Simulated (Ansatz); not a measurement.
Fields on a plane of BAs (zinc blende)

```
CELL_PARAMETERS angstrom
      0.00000     2.40467     2.40467
      2.40467     0.00000     2.40467
      2.40467     2.40467     0.00000
ATOMIC_POSITIONS crystal
  As 0.75000 0.75000 0.75000
  B  0.00000 0.00000 0.00000
```

The slice is a {110} plane (indices of the conventional cell) through the point (0.750, 0.750, 0.750) (fractional), spanned by u = [100] and v = [1 -1 -1] in vectors of this cell: u (3.40 Å) and v (4.81 Å, at 90° to u). It covers one period; positions are fractions (u, v).

Atoms on it: As at (0.00, 0.00); B at (0.50, 0.75).

Level of theory: PBE (plane waves to 420 eV, PAW, scalar-relativistic; Ansatz, a first-principles code). k mesh 12×12×12. These are valence fields of a PAW run, semicore shells included where kept as valence: close to a nucleus they are smooth pseudo fields. BAs was relaxed with its symmetry unable to fall.

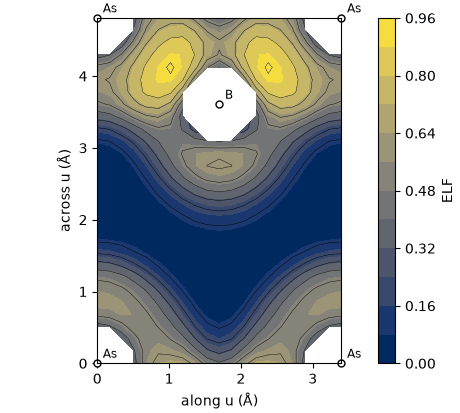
Electron localisation function (ELF), one period of the plane, atoms marked. Points within 0.4 Å of a nucleus are left white, as the pseudised field means little there.

```
|@@%#+==-------==+#%@|
|%%#*+===-----===+*#%|
|##*+=============+*#|
|+++===============++|
|====================|
|----=====---=====---|
|------===-:-===-----|
|::::--===---===--:::|
|..:::--=======--:::.|
|...:::--=====--:::..|
|  ..::---===---::.. |
|   ..::-------::..  |
|    ..::-----::..   |
|    ...:::::::...   |
|     ...:::::...    |
|     ...........    |
|      .........     |
|.....   .....   ....|
|......         .....|
|::::...       ...:::|
|--:::...     ...:::-|
|----::..     ..::---|
|===--::..   ..::--==|
|+++=--::.....::--=++|
|##*+=--:.....:--=+*#|
|%%#*+=-:::.:::-=+*#%|
|@@%#+=--:::::--=+#%@|
|@@%#+==--:::--==+#%@|
```
Scale: ten equal steps from -1.54 (start of ' ') to 1.53 (end of '@'), in the order ' .:-=+*#%@'. Values: log₁₀ of the valence density in e/Å³. The map has 20 points along u (one character each, u = 0 at the left) and 28 along v (v = 0 in the bottom row). The scale is logarithmic, as a density can span decades between atoms and voids.

The density on the As–B line (2.08 Å) at its density minimum, 1.2 Å from As comes out as 0.73 e/Å³ and the ELF at that point is 0.9. ELF maximum in the middle third of the As–B line: 0.91, 1.2 Å from As. Character of the As–B contact (rough rule: ELF there above 0.7 covalent, below 0.2 ionic, polar between): shared-electron (covalent).
